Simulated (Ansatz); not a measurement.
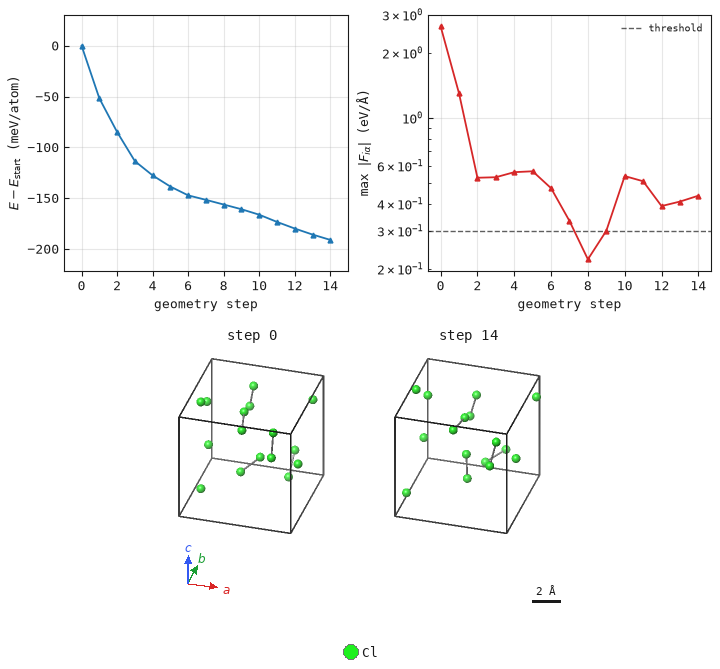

First and last geometry of a relaxation of an amorphous cell of composition Cl, with the history of the run. A ball-and-stick model of the cell of the calculation, seen from a free direction.

The cell holds 8 Cl2. The run prepares the start of a later molecular dynamics calculation, from a guessed geometry.

Level of theory: Ansatz, DFT PBE, scalar-relativistic, plane waves, PAW.

Input file:
```yaml
crystal:
  lattice:
    - [8.434327, 0.0, 0.0]
    - [0.0, 8.434327, 0.0]
    - [0.0, 0.0, 8.434327]
  atoms:
    - { symbol: Cl, position: [0.4103554, 0.87846, 0.8682312] }
    - { symbol: Cl, position: [0.3650932, 0.9155003, 0.6365861] }
    - { symbol: Cl, position: [0.0917753, 0.3522738, -0.0391375] }
    - { symbol: Cl, position: [0.1276839, 0.2319362, 0.16411] }
    - { symbol: Cl, position: [0.7623877, 0.9348808, 0.2496318] }
    - { symbol: Cl, position: [0.7522564, 0.7799053, 0.0680829] }
    - { symbol: Cl, position: [0.4277577, 0.4223551, 0.2738829] }
    - { symbol: Cl, position: [0.5978419, 0.4403971, 0.440694] }
    - { symbol: Cl, position: [-0.0454191, 0.3763981, 0.4706315] }
    - { symbol: Cl, position: [0.1006248, 0.5562656, 0.412331] }
    - { symbol: Cl, position: [0.9262048, 0.9286164, 0.7893776] }
    - { symbol: Cl, position: [1.037227, 0.7234541, 0.7377773] }
    - { symbol: Cl, position: [0.488374, 0.253326, 0.8014067] }
    - { symbol: Cl, position: [0.4410956, 0.4835457, 0.8443456] }
    - { symbol: Cl, position: [0.7852764, 0.1984111, 0.8597566] }
    - { symbol: Cl, position: [0.7766837, 0.1699414, 0.6227002] }
basis:
  ecutwfc: 420.0
kpoints:
  mp_grid: { grid: [1, 1, 1] }
hamiltonian:
  xc: pbe
scf:
  occupations: { method: fermi_dirac, width: 0.02 }
  lower_state_search: "off"
relax:
  f_tol: 0.3
  max_steps: 15
  adjacent_minimum: "off"
```

Launched with:
```bash
ansatz run input.yaml --threads 1 --pin off --max-ram 3072MiB --backend cpu --events-out ev --progress --plain --runs-dir out
```

**Read the history and describe the run.**

The relaxation stopped without meeting its thresholds, so the last structure isn't shown to be converged. It used up its limit of 15 steps. After 14 geometry steps the energy has fallen by 191 meV per atom. Largest force component: 2.7 eV/Å at the start, 0.44 eV/Å at the end. The forces were under the threshold at step 8, but the run went on from there. The largest move is that of Cl6, 1.78 Å roughly along [−3 1 2]. The cell doesn't change. Some distances before and after: Cl11–Cl16 2.777 → 3.839 Å, Cl3–Cl12 3.681 → 2.684 Å, Cl13–Cl15 2.594 → 3.476 Å, Cl9–Cl16 2.632 → 3.111 Å. Cost: 35 s on 1 thread of Arm Neoverse V2 (shared host), peak memory 0.46 GiB.

Limits of the set-up: the periodic images lie only 8.4 Å apart, so the values are limited by the cell's size.
